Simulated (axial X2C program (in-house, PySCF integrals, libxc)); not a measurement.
# HRuF: bond lengths and stretches, held linear

Aim: the two bond lengths and stretching wavenumbers of linear HRuF, with and without spin–orbit coupling, at PBE0, HF, r2SCAN, MP2.

Computed with an in-house X2C program for linear molecules on PySCF integrals. Level: all-electron X2C, two-component (2c) or spin-free, H dyall-v3z, Ru dyall-v3z, F dyall-av3z.

All values are calculated.

2 further runs of the same task are left out: 2 set aside as unsound or not needed.

## Step 1: The job

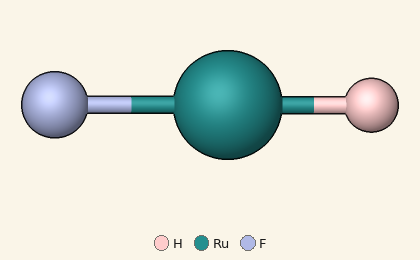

The atoms on one line, bonds 1.570 and 1.890 Å (hydrogen pink, ruthenium teal, fluorine light blue).

The input, task.json:

```json
{
 "zs": [
  1,
  44,
  9
 ],
 "q": 0,
 "bas": [
  "dyall-v3z",
  "dyall-v3z",
  "dyall-av3z"
 ],
 "r0": [
  1.57,
  1.89
 ],
 "symm": 0,
 "scan": [
  "PBE0",
  "HF",
  "r2SCAN"
 ],
 "levels": [
  "PBE0",
  "HF",
  "BHandHLYP"
 ],
 "nst": 2
}
```

Keys: zs atomic numbers; q charge; bas basis sets; r0 starting distance in Å; symm equal bonds; scan levels of the two-bond scan (MP2 follows by itself at each HF point); levels methods; nst determinants followed.

Started as:

```console
python solin.py task.json out
```

Masses H 1.008, Ru 101.904, F 18.998 u.

## Step 2: Scan at PBE0, 2c

State: Ω = 4 (beyond evenly filled blocks: ω = 3/2, ω = 5/2). Energies above the lowest point, from the job's result record:

| r(H–Ru) (Å) | r(Ru–F) (Å) | E (meV) |
| --- | --- | --- |
| 1.6438 | 1.8622 | 37.82 |
| 1.6438 | 1.9100 | 11.41 |
| 1.6438 | 1.9577 | 34.23 |
| 1.6860 | 1.8622 | 23.29 |
| 1.6860 | 1.9100 | 0.00 |
| 1.6860 | 1.9577 | 25.48 |
| 1.6860 | 2.0055 | 88.98 |
| 1.7281 | 1.8622 | 31.59 |
| 1.7281 | 1.9100 | 11.14 |
| 1.7281 | 1.9577 | 39.05 |
| 1.7703 | 1.9100 | 41.36 |
| 1.7703 | 2.0055 | 138.95 |

A quadratic surface with cubic terms in each bond gives the minimum at 1.686 and 1.907 Å, force constants 2.02, 3.46 and coupling 0.19 mdyn/Å.

## Step 3: Scan at HF, 2c

State: Ω = 4 (beyond evenly filled blocks: ω = 3/2, ω = 5/2). Energies above the lowest point, from the job's result record:

| r(H–Ru) (Å) | r(Ru–F) (Å) | E (meV) |
| --- | --- | --- |
| 1.6438 | 1.8622 | 133.11 |
| 1.6438 | 1.9100 | 71.60 |
| 1.6438 | 1.9577 | 64.70 |
| 1.6860 | 1.8622 | 83.58 |
| 1.6860 | 1.9100 | 24.64 |
| 1.6860 | 1.9577 | 20.03 |
| 1.6860 | 2.0055 | 58.23 |
| 1.7281 | 1.8622 | 59.29 |
| 1.7281 | 1.9100 | 2.61 |
| 1.7281 | 1.9577 | 0.00 |
| 1.7703 | 1.9100 | 1.84 |
| 1.7703 | 2.0055 | 42.58 |

A quadratic surface with cubic terms in each bond gives the minimum at 1.749 and 1.935 Å, force constants 1.76, 3.38 and coupling 0.16 mdyn/Å.

## Step 4: Scan at r2SCAN, 2c

State: Ω = 4 (beyond evenly filled blocks: ω = 3/2, ω = 5/2). Energies above the lowest point, from the job's result record:

| r(H–Ru) (Å) | r(Ru–F) (Å) | E (meV) |
| --- | --- | --- |
| 1.6438 | 1.8622 | 36.48 |
| 1.6438 | 1.9100 | 7.05 |
| 1.6438 | 1.9577 | 27.73 |
| 1.6860 | 1.8622 | 26.39 |
| 1.6860 | 1.9100 | 0.00 |
| 1.6860 | 1.9577 | 23.28 |
| 1.6860 | 2.0055 | 85.22 |
| 1.7281 | 1.8622 | 38.89 |
| 1.7281 | 1.9100 | 15.26 |
| 1.7281 | 1.9577 | 40.90 |
| 1.7703 | 1.9100 | 49.33 |
| 1.7703 | 2.0055 | 142.86 |

A quadratic surface with cubic terms in each bond gives the minimum at 1.677 and 1.910 Å, force constants 2.06, 3.47 and coupling 0.19 mdyn/Å.

## Step 5: The levels side by side

| level | r(H–Ru) (Å) | r(Ru–F) (Å) | lower stretch (cm⁻¹) | upper stretch (cm⁻¹) |
| --- | --- | --- | --- | --- |
| PBE0, 2c | 1.686 | 1.907 | 603.6 | 1851.1 |
| HF, 2c | 1.749 | 1.935 | 597.2 | 1730.2 |
| r2SCAN, 2c | 1.677 | 1.910 | 605.0 | 1868.8 |
| MP2, 2c | 1.683 | 1.919 | 593.4 | 1860.7 |
| PBE0, spin-free | 1.685 | 1.907 | 604.3 | 1853.0 |
| HF, spin-free | 1.748 | 1.934 | 597.9 | 1731.7 |
| r2SCAN, spin-free | 1.677 | 1.910 | 605.5 | 1870.6 |
| MP2, spin-free | 1.683 | 1.918 | 594.6 | 1863.5 |

Scans not shown above were run alike.

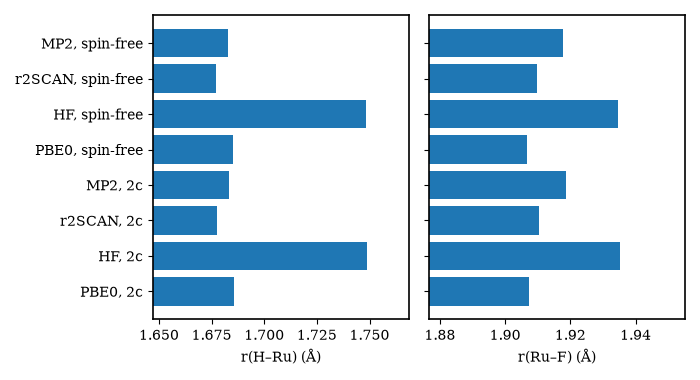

The two bond lengths by level.

What this shows: Over the levels the H–Ru bond spans 1.677 to 1.749 Å and the Ru–F bond 1.907 to 1.935 Å. At PBE0 spin–orbit coupling leaves both bonds unchanged to 0.001 Å. Each state is one determinant, the lowest of a limited PBE0 search; the stretches come from a fit to few points and are good to some per cent at best. MP2 freezes inner shells (threshold -2 hartree). The molecule was held linear; bending was not examined, so a bent shape may lie lower. Open-shell Ω = 0 determinants with evenly filled partner blocks cannot be reached by this program, so the Ω shown need not be the lowest component. Note: functional without a current term on a determinant with orbital currents, of the molecule or an atom. Note: several unpaired electrons, one determinant need not be a pure state.
